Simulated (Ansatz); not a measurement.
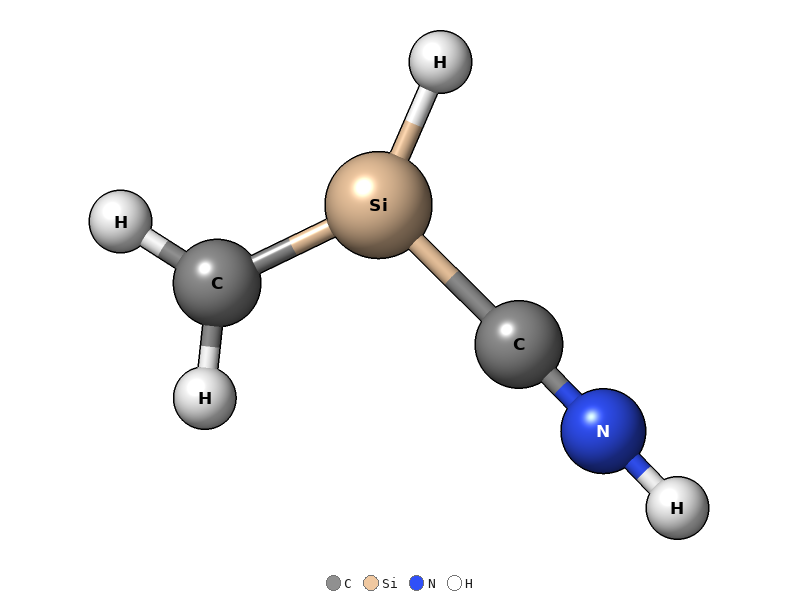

Charge +1, singlet. The geometry was computed by an optimisation with PBE0-D4/def2-TZVP. No frequency run is at hand to confirm it as a minimum. Method: RKS B3LYP-D4/def2-TZVPP (Ansatz 0.2.0).

> What is the dispersion correction?

−20.7 kJ/mol.
